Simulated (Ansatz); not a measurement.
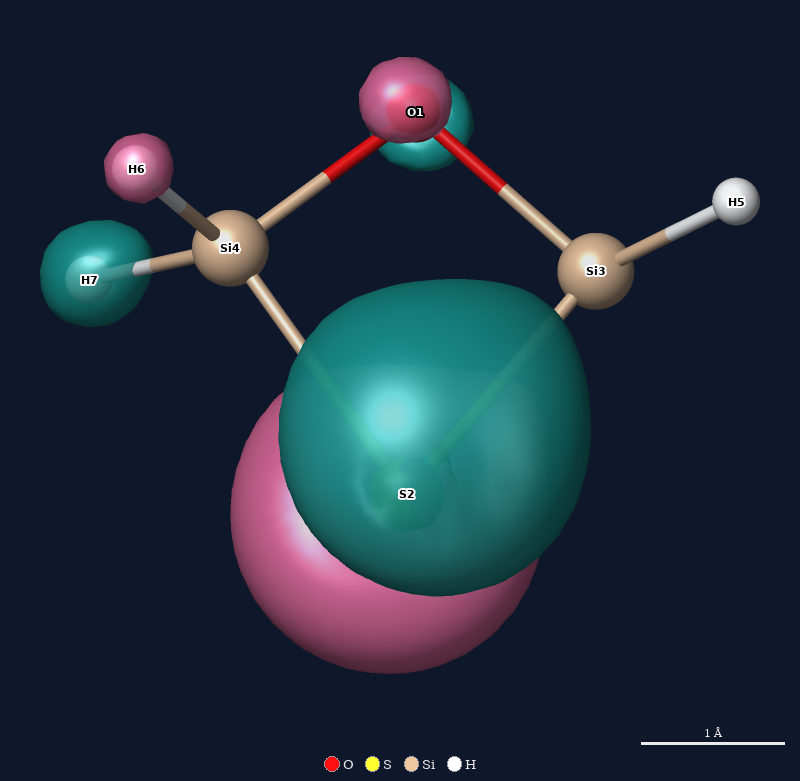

H3OSSi2 (doublet). The HOMO (β) at ±0.15 Å⁻³ᐟ² (teal and pink are the two phases), seen across its widest extent.

Geometry: PBE0-D3(BJ)/def2-SVP.

Method: isolated molecule in a Gaussian basis; Kohn-Sham density functional theory, functional PBE0 (Ansatz).

Input

```
crystal:
  periodic: [false, false, false]
  atoms:
    - {symbol: O, position_ang: [-0.586473, -1.019688, -1.560199]}
    - {symbol: S, position_ang: [-2.854440, 0.654103, -1.272215]}
    - {symbol: Si, position_ang: [-1.622456, -0.375429, -2.740401]}
    - {symbol: Si, position_ang: [-1.288091, -0.359967, -0.175192]}
    - {symbol: H, position_ang: [-2.342156, -1.477931, -3.471661]}
    - {symbol: H, position_ang: [-1.803624, -1.413791, 0.739626]}
    - {symbol: H, position_ang: [-0.368018, 0.556046, 0.549458]}
basis:
  gaussian:
    orbitals: def2-TZVPD
magnetization:
  spin_polarized: true
  initial_magnetization: 1
hamiltonian:
  xc: pbe0
output: {forces: true, orbitals: {seedname: orbitals}}
```

Run with:

```sh
ansatz run input.yaml --threads 2 --pin off --max-ram 4350MiB --events-out events.jsonl --progress --plain --runs-dir runs
```

Where does this orbital lie, and at what energy?

By Hirshfeld shares it lies mainly on S2 (about 70 %) and Si3 (about 10 %); largely a lone pair of S2. Its energy is −7.85 eV.
